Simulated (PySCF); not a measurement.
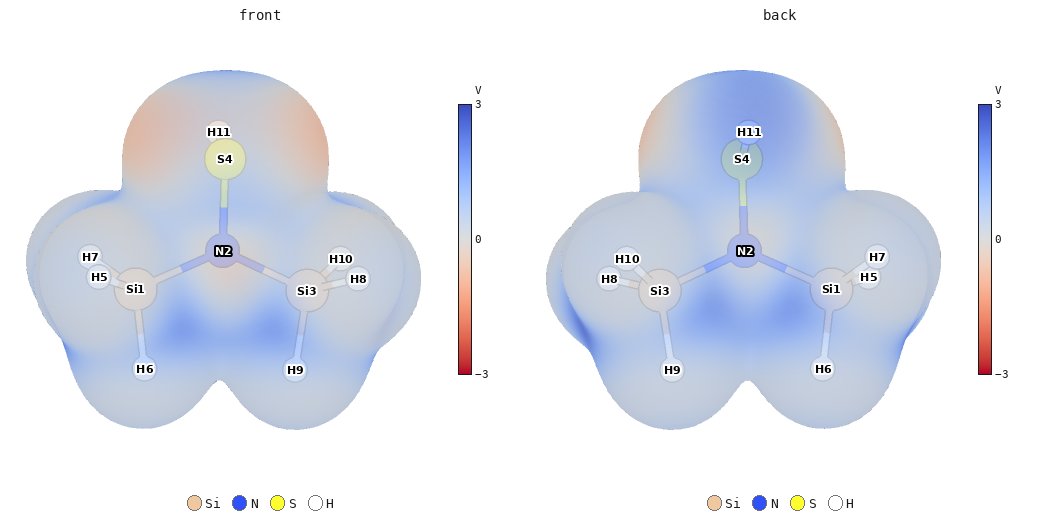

Figure 1: H$_{7}$NSSi$_{2}$ (SMILES [SiH3]N([SiH3])S). The molecular electrostatic potential painted on the density surface at 0.004 e/bohr³, seen from the front and from behind; the colour scale runs from red (negative) to blue (positive).

Geometry: PBE0-D3(BJ)/def2-SVP.

Computed with PySCF, PBE0/pcSseg-2, SCF density, gas phase, non-relativistic.

```yaml
atoms:
  - { symbol: Si, position_ang: [-0.4356, -1.2840, -0.9091] }
  - { symbol: N, position_ang: [0.2068, 0.2016, -0.2300] }
  - { symbol: Si, position_ang: [-0.3202, 1.1181, 1.1712] }
  - { symbol: S, position_ang: [1.5823, 0.8436, -1.0468] }
  - { symbol: H, position_ang: [-0.7889, -1.0960, -2.3469] }
  - { symbol: H, position_ang: [-1.6515, -1.6468, -0.1221] }
  - { symbol: H, position_ang: [0.5696, -2.3872, -0.8099] }
  - { symbol: H, position_ang: [-0.6108, 2.5335, 0.7969] }
  - { symbol: H, position_ang: [-1.5563, 0.4650, 1.6956] }
  - { symbol: H, position_ang: [0.7368, 1.1161, 2.2294] }
  - { symbol: H, position_ang: [2.5657, 0.2015, -0.3595] }
```

**Where is the surface potential most negative and most positive?**

The most negative region (about −0.7 V, or −16 kcal/mol for a unit charge) lies over S4, the most positive (about +2.3 V, or +53 kcal/mol for a unit charge) over Si1 and Si3.

**What dipole moment does the calculation give?**

Its dipole moment is 0.85 D.
